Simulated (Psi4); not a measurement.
C₂H₈Si₂: interaction calculation (part 1 of 3)

System: C₂H₈Si₂.
Method: B97-D3(BJ)/cc-pVDZ, RKS (Psi4 1.11).

The geometry comes from this level: GFN2-xTB.

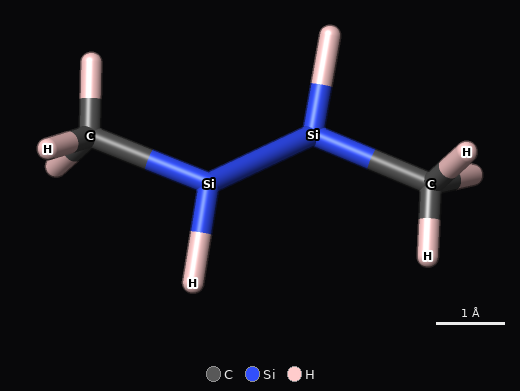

Fig. 1: The structure as given in the input (stick view, seen at a tilt).

Input (job.py):
```python
import psi4

psi4.set_memory('1600 MB')
psi4.set_num_threads(1)
psi4.core.set_output_file('run.log', False)

geom = psi4.geometry("""
0 1
C     -1.523980    -1.990900    -0.629390
Si    -0.203240    -1.033590     0.354690
H     -2.528120    -1.687740    -0.341860
H     -1.445340    -3.061920    -0.460990
H     -1.417110    -1.816870    -1.696480
H     -0.605380    -1.256180     1.762030
--
0 1
C      1.527830     1.996960     0.625230
Si     0.191370     1.035370    -0.332930
H      1.407590     1.874780     1.697710
H      1.481710     3.060750     0.407530
H      2.524720     1.652680     0.361530
H      0.589950     1.226650    -1.747070
symmetry c1
no_reorient
no_com
""")

psi4.set_options({
    'basis': 'cc-pVDZ',
    'orbital_optimizer_package': 'ooo',
})

e_tot, wfn = psi4.energy("b97-d3bj", bsse_type='vmfc', return_wfn=True)
print('E =', round(e_tot, 9))
```

Run on 1 thread of Intel Xeon (Granite Rapids), 64 GiB of memory available, shared host.

Launched with:
```bash
python job.py
```

What the program printed:
```
Psi4 1.11 release

   => Loading Basis Set <=

    Name: CC-PVDZ
    Role: ORBITAL
    Keyword: BASIS

   => B97-D3BJ: Empirical Dispersion <=

        s6 =       1.000000
        s8 =       2.260900
        a1 =       0.554500
        a2 =       3.229700

         ---------------------------------------------------------
                                   SCF
                              RKS Reference
                        1 Threads,   1525 MiB Core
         ---------------------------------------------------------

  ==> Geometry <==

    Molecular point group: c1
    Full point group: C1

    Geometry (in Bohr), charge = 0, multiplicity = 1:

       Center              X                  Y                   Z               Mass
    ------------   -----------------  -----------------  -----------------  -----------------
         C           -2.879904820675    -3.762255743174    -1.189374726102    12.000000000000
         SI          -0.384067937738    -1.953202026012     0.670266959439    27.976926534650
         H           -4.777454412292    -3.189366370980    -0.646021773249     1.007825032230
         H           -2.731296758169    -5.786190218062    -0.871144846575     1.007825032230
         H           -2.677949789648    -3.433386705561    -3.205882577317     1.007825032230
         H           -1.144002401830    -2.373836164278     3.329754124841     1.007825032230

  Running in c1 symmetry.

  Rotational constants: A =      0.86077  B =      0.12752  C =      0.11483 [cm^-1]
  Rotational constants: A =  25805.18314  B =   3823.04507  C =   3442.59618 [MHz]
  Nuclear repulsion =   48.550611223729327

  Charge       = 0
  Multiplicity = 1
  Electrons    = 24
  Nalpha       = 12
  Nbeta        = 12

  ==> Algorithm <==

  SCF Algorithm Type is DF.
  DIIS enabled.
  MOM disabled.
  Fractional occupation disabled.
  Guess Type is SAD.
  Energy threshold   = 1.00e-06
  Density threshold  = 1.00e-06
  Integral threshold = 1.00e-12

  ==> Primary Basis <==

  Basis Set: CC-PVDZ
    Blend: CC-PVDZ
    Number of shells: 26
    Number of basis functions: 52
    Number of Cartesian functions: 54
    Spherical Harmonics?: true
    Max angular momentum: 2

  ==> DFT Potential <==

   => LibXC <=

    Version 7.1.2

   => Composite Functional: B97-D3BJ <=

    B97-D3BJ GGA Exchange-Correlation Functional

    Deriv               =              1
    GGA                 =           TRUE
    Meta                =          FALSE

    Exchange Hybrid     =          FALSE
    MP2 Hybrid          =          FALSE

   => Exchange-Correlation Functionals <=

    1.0000       Becke 97-D

   => LibXC Density Thresholds  <==

    XC_GGA_XC_B97_D:  1.00E-14

   => Molecular Quadrature <=

    Radial Scheme          =       TREUTLER
    Pruning Scheme         =           NONE
    Nuclear Scheme         =       TREUTLER

    Blocking Scheme        =         OCTREE
    BS radius alpha        =              1
    Pruning alpha          =              1
    Radial Points          =             75
    Spherical Points       =            302
    Total Points           =         130129
    Total Blocks           =           1030
    Max Points             =            256
    Max Functions          =             52
    Weights Tolerance      =       1.00E-15

   => Loading Basis Set <=

    Name: (CC-PVDZ AUX)
    Role: JKFIT
    Keyword: DF_BASIS_SCF

  ==> Integral Setup <==

  DFHelper Memory: AOs need 0.007 GiB; user supplied 0.926 GiB.
  SCF_SUBTYPE=INCORE selected. In-core MEM_DF algorithm will be used.
  Using in-core AOs.

  ==> MemDFJK: Density-Fitted J/K Matrices <==

    J tasked:                   Yes
    K tasked:                    No
    wK tasked:                   No
    Memory [MiB]:               948
    Algorithm:                 Core
    Schwarz Cutoff:           1E-12
    Mask sparsity (%):       0.0000
    Fitting Condition:        1E-10

   => Auxiliary Basis Set <=

  Basis Set: (CC-PVDZ AUX)
    Blend: CC-PVDZ-JKFIT
    Number of shells: 96
    Number of basis functions: 274
    Number of Cartesian functions: 311
    Spherical Harmonics?: true
    Max angular momentum: 3

  Cached 100.0% of DFT collocation blocks in 0.192 [GiB].

  Minimum eigenvalue in the overlap matrix is 1.4386342007E-02.
  Reciprocal condition number of the overlap matrix is 2.8784637267E-03.
    Using symmetric orthogonalization.

  ==> Pre-Iterations <==

  SCF Guess: Superposition of Atomic Densities via on-the-fly atomic UHF (no occupation information).

   -------------------------
    Irrep   Nso     Nmo
   -------------------------
     A         52      52
   -------------------------
    Total      52      52
   -------------------------

  ==> Iterations <==

                           Total Energy        Delta E     RMS |[F,P]|

   @DF-RKS iter SAD:  -329.43590229230813   -3.29436e+02   0.00000e+00
   @DF-RKS iter   1:  -329.57779317782826   -3.29578e+02   1.44529e-02 ADIIS+DIIS
   @DF-RKS iter   2:  -329.57779317782826    0.00000e+00   2.04524e-02 EDIIS+DIIS
   @DF-RKS iter   3:  -329.87867020592159   -3.00877e-01   2.29710e-03 EDIIS+DIIS
   @DF-RKS iter   4:  -329.89149096155813   -1.28208e-02   6.89472e-04 ADIIS+DIIS
   @DF-RKS iter   5:  -329.89291093559405   -1.41997e-03   1.47330e-04 ADIIS+DIIS
   @DF-RKS iter   6:  -329.89295834455288   -4.74090e-05   6.22264e-05 ADIIS+DIIS
   @DF-RKS iter   7:  -329.89296798634859   -9.64180e-06   2.78130e-05 DIIS
   @DF-RKS iter   8:  -329.89297089038746   -2.90404e-06   5.38440e-06 DIIS
   @DF-RKS iter   9:  -329.89297093628653   -4.58991e-08   4.40420e-06 DIIS
   @DF-RKS iter  10:  -329.89297097273129   -3.64448e-08   6.41848e-07 Converged
  Energy and wave function converged.

  ==> Post-Iterations <==

   Electrons on quadrature grid:
      Ntotal   =   23.9999790682 ; deviation = -2.093e-05

    Orbital Energies [Eh]
    ---------------------

    Doubly Occupied:

       1A    -65.431288     2A     -9.900792     3A     -5.106905
       4A     -3.531592     5A     -3.521346     6A     -3.517801
       7A     -0.637958     8A     -0.429068     9A     -0.366499
      10A     -0.362316    11A     -0.282960    12A     -0.179495

    Virtual:

      13A     -0.119693    14A      0.028002    15A      0.070259
      16A      0.097323    17A      0.105126    18A      0.108230
      19A      0.245606    20A      0.290853    21A      0.301209
      22A      0.309812    23A      0.311523    24A      0.320708
      25A      0.335691    26A      0.437692    27A      0.496352
      28A      0.517716    29A      0.520688    30A      0.593625
      31A      0.609578    32A      0.622995    33A      0.678191
      34A      0.820981    35A      0.984419    36A      0.996217
      37A      1.074273    38A      1.356217    39A      1.376081
      40A      1.413868    41A      1.544122    42A      1.572878
      43A      1.575698    44A      1.630494    45A      1.644621
      46A      1.875346    47A      1.896382    48A      2.047394
      49A      2.055885    50A      2.355654    51A      2.380102
      52A      2.396229

    Final Occupation by Irrep:
              A
    DOCC [    12 ]
    NA   [    12 ]
    NB   [    12 ]

  @DF-RKS Final Energy:  -329.90223156012519

   => Energetics <=

    Nuclear Repulsion Energy =             48.5506112237293266
    One-Electron Energy =                -550.9537246402705932
    Two-Electron Energy =                 200.2767214780720906
    DFT Exchange-Correlation Energy =     -27.7665790342617171
    Empirical Dispersion Energy =          -0.0092605873942713
    VV10 Nonlocal Energy =                  0.0000000000000000
    Total Energy =                       -329.9022315601251876

Computation Completed

Properties will be evaluated at   0.000000,   0.000000,   0.000000 [a0]

Properties computed using the SCF density matrix

 Multipole Moments:

 ------------------------------------------------------------------------------------
     Multipole            Electronic (a.u.)      Nuclear  (a.u.)        Total (a.u.)
 ------------------------------------------------------------------------------------

 L = 1.  Multiply by 2.5417464519 to convert [e a0] to [Debye]
 Dipole X            :         33.5422015          -33.9870834           -0.4448819
 Dipole Y            :         64.3812271          -64.7011423           -0.3199152
 Dipole Z            :         -0.9399173            0.8541940           -0.0857233
 Magnitude           :                                                    0.5546297

 ------------------------------------------------------------------------------------

	total time  =          2 seconds =       0.03 minutes

    Psi4 run time: 0:00:02.49

    -----------------------------------------------------------------------
                               Psi4 1.11 release

    h
    h
    h

    -----------------------------------------------------------------------

    Memory:     1.5 GiB
    Threads:    1
                ecpint, einsums, f̶o̶r̶t̶e̶, gauxc, gcp, g̶d̶m̶a̶, geometric, g̶p̶u̶_̶d̶f̶c̶c̶,
                i̶n̶t̶e̶g̶r̶a̶t̶o̶r̶x̶x̶, i̶p̶i̶, libefp, m̶d̶i̶, m̶p̶2̶d̶, m̶r̶c̶c̶, ooo,
                o̶p̶e̶n̶f̶e̶r̶m̶i̶o̶n̶p̶s̶i̶4̶, pcmsolver, p̶s̶i̶4̶f̶o̶c̶k̶c̶i̶, p̶s̶i̶x̶a̶s̶,
                p̶y̶e̶i̶n̶s̶u̶m̶s̶, r̶e̶s̶p̶, s̶i̶m̶i̶n̶t̶, s̶n̶s̶m̶p̶2̶,
                v̶2̶r̶d̶m̶_̶c̶a̶s̶s̶c̶f̶

  ==> Geometry <==

    Molecular point group: c1
    Full point group: C1

    Geometry (in Bohr), charge = 0, multiplicity = 1:

       Center              X                  Y                   Z               Mass
    ------------   -----------------  -----------------  -----------------  -----------------
         C            2.887180266258     3.773707483494     1.181513465420    12.000000000000
         SI           0.361636888629     1.956565738515    -0.629146518949    27.976926534650
         H            2.659959596933     3.542820745486     3.208206940451     1.007825032230
         H            2.800026097352     5.783979238495     0.770120087908     1.007825032230
         H            4.771029343466     3.123112573022     0.683192686137     1.007825032230
         H            1.114843927714     2.318032551793    -3.301483822004     1.007825032230

  Running in c1 symmetry.

  Rotational constants: A =      0.88134  B =      0.12710  C =      0.11497 [cm^-1]
  Rotational constants: A =  26421.77344  B =   3810.35928  C =   3446.85772 [MHz]
  Nuclear repulsion =   48.552413447165506

  Charge       = 0
  Multiplicity = 1
  Electrons    = 24
  Nalpha       = 12
  Nbeta        = 12

   => Molecular Quadrature <=

    Radial Scheme          =       TREUTLER
    Pruning Scheme         =           NONE
    Nuclear Scheme         =       TREUTLER

    Blocking Scheme        =         OCTREE
    BS radius alpha        =              1
    Pruning alpha          =              1
    Radial Points          =             75
    Spherical Points       =            302
    Total Points           =         130109
    Total Blocks           =           1026
    Max Points             =            256
    Max Functions          =             52
    Weights Tolerance      =       1.00E-15

   => Auxiliary Basis Set <=

  Basis Set: (CC-PVDZ AUX)
    Blend: CC-PVDZ-JKFIT
    Number of shells: 96
    Number of basis functions: 274
    Number of Cartesian functions: 311
    Spherical Harmonics?: true
    Max angular momentum: 3

  Cached 100.0% of DFT collocation blocks in 0.191 [GiB].

  Minimum eigenvalue in the overlap matrix is 1.4386731048E-02.
  Reciprocal condition number of the overlap matrix is 2.8778036045E-03.
    Using symmetric orthogonalization.

  ==> Iterations <==

                           Total Energy        Delta E     RMS |[F,P]|

   @DF-RKS iter SAD:  -329.43595153198982   -3.29436e+02   0.00000e+00
   @DF-RKS iter   1:  -329.57770827778342   -3.29578e+02   1.44572e-02 ADIIS+DIIS
   @DF-RKS iter   2:  -329.57770827778342    0.00000e+00   2.04622e-02 EDIIS+DIIS
   @DF-RKS iter   3:  -329.87872734639978   -3.01019e-01   2.29779e-03 EDIIS+DIIS
   @DF-RKS iter   4:  -329.89156813289407   -1.28408e-02   6.88049e-04 ADIIS+DIIS
   @DF-RKS iter   5:  -329.89298587737392   -1.41774e-03   1.43757e-04 ADIIS+DIIS
   @DF-RKS iter   6:  -329.89302864669281   -4.27693e-05   7.12727e-05 ADIIS+DIIS
   @DF-RKS iter   7:  -329.89304003967032   -1.13930e-05   2.26686e-05 DIIS
   @DF-RKS iter   8:  -329.89304131343374   -1.27376e-06   1.12475e-05 DIIS
   @DF-RKS iter   9:  -329.89304172761274   -4.14179e-07   1.77808e-06 DIIS
   @DF-RKS iter  10:  -329.89304173389434   -6.28160e-09   1.42345e-07 Converged
  Energy and wave function converged.

  ==> Post-Iterations <==

   Electrons on quadrature grid:
      Ntotal   =   23.9999780468 ; deviation = -2.195e-05

    Final Occupation by Irrep:
              A
    DOCC [    12 ]
    NA   [    12 ]
    NB   [    12 ]

  @DF-RKS Final Energy:  -329.90230378526843

   => Energetics <=

    Nuclear Repulsion Energy =             48.5524134471655060
    One-Electron Energy =                -550.9565745906462553
    Two-Electron Energy =                 200.2777910991648866
    DFT Exchange-Correlation Energy =     -27.7666716895788639
    Empirical Dispersion Energy =          -0.0092620513736879
    VV10 Nonlocal Energy =                  0.0000000000000000
    Total Energy =                       -329.9023037852684297

Computation Completed

Properties will be evaluated at   0.000000,   0.000000,   0.000000 [a0]

Properties computed using the SCF density matrix

 Multipole Moments:

 ------------------------------------------------------------------------------------
     Multipole            Electronic (a.u.)      Nuclear  (a.u.)        Total (a.u.)
 ------------------------------------------------------------------------------------

 L = 1.  Multiply by 2.5417464519 to convert [e a0] to [Debye]
 Dipole X            :        -33.2820648           33.7318570            0.4497922
 Dipole Y            :        -64.4870075           64.8021103            0.3151029
 Dipole Z            :          0.4366802           -0.3589346            0.0777456
 Magnitude           :                                                    0.5546595

 ------------------------------------------------------------------------------------

	total time  =          3 seconds =       0.05 minutes

    Psi4 run time: 0:00:02.17

    -----------------------------------------------------------------------
                               Psi4 1.11 release

    h
    h
    h

    -----------------------------------------------------------------------

    Memory:     1.5 GiB
    Threads:    1
                ecpint, einsums, f̶o̶r̶t̶e̶, gauxc, gcp, g̶d̶m̶a̶, geometric, g̶p̶u̶_̶d̶f̶c̶c̶,
                i̶n̶t̶e̶g̶r̶a̶t̶o̶r̶x̶x̶, i̶p̶i̶, libefp, m̶d̶i̶, m̶p̶2̶d̶, m̶r̶c̶c̶, ooo,
                o̶p̶e̶n̶f̶e̶r̶m̶i̶o̶n̶p̶s̶i̶4̶, pcmsolver, p̶s̶i̶4̶f̶o̶c̶k̶c̶i̶, p̶s̶i̶x̶a̶s̶,
                p̶y̶e̶i̶n̶s̶u̶m̶s̶, r̶e̶s̶p̶, s̶i̶m̶i̶n̶t̶, s̶n̶s̶m̶p̶2̶,
                v̶2̶r̶d̶m̶_̶c̶a̶s̶s̶c̶f̶

  ==> Geometry <==

    Molecular point group: c1
    Full point group: C1

    Geometry (in Bohr), charge = 0, multiplicity = 1:
```
